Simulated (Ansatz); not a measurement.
Fields on a plane of Se (trigonal-Se type, space group P3_121)

```
CELL_PARAMETERS angstrom
      4.50658     0.00000     0.00000
     -2.25329     3.90281     0.00000
      0.00000     0.00000     4.98884
ATOMIC_POSITIONS crystal
  Se 0.21689 0.00000 0.83333
  Se 0.00000 0.21689 0.16667
  Se 0.78311 0.78311 0.50000
```

The slice is a (0001) plane (indices of the conventional cell) through the point (0.783, 0.783, 0.500) (fractional), spanned by u = [110] and v = [1 -1 0] in vectors of this cell: u (4.51 Å) and v (7.81 Å, at 90° to u). It covers one period; positions are fractions (u, v).

Atoms on it: Se at (0.00, 0.00); Se at (0.50, 0.50).

These are r2SCAN (plane waves to 500 eV, PAW, scalar-relativistic; Ansatz, an electronic-structure program) values and carry that method's errors. k mesh 9×9×7. These are valence fields of a PAW run, semicore shells included where kept as valence: close to a nucleus they are smooth pseudo fields. Se was relaxed with its symmetry unable to fall. The PAW data are Ansatz's earlier set.

```
|xxx047999960xx|
|xxx168899973xx|
|x0257899999730|
|66788899999987|
|99999999999999|
|99999999999999|
|99999999999999|
|99999876678889|
|9999730x025789|
|99973xxxxx1688|
|99960xxxxx0479|
|9985xxxxxxx479|
|99960xxxxx0479|
|99973xxxxx1688|
|9999730x025789|
|99999876678889|
|99999999999999|
|99999999999999|
|99999999999999|
|66788899999987|
|x0257899999730|
|xxx168899973xx|
|xxx047999960xx|
|xxxx4799985xxx|
```
Scale: ten equal steps from -4.00 (start of '0') to 4.61 (end of '9'), in the order '0123456789'. Values: electrostatic potential energy of an electron, from the cell's mean, in eV. The map has 14 points along u (one character each, u = 0 at the left) and 24 along v (v = 0 in the bottom row). Points within 1 Å of a nucleus are blanked (x), as the pseudised field means little there. Values under -4 eV are set to -4. The zero, the cell's mean, hangs on the PAW cores.

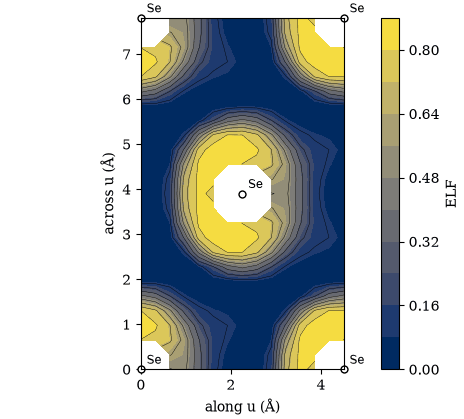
Figure: Electron localisation function (ELF), one period of the plane, atoms marked. Points within 0.5 Å of a nucleus are left white, as the pseudised field means little there.
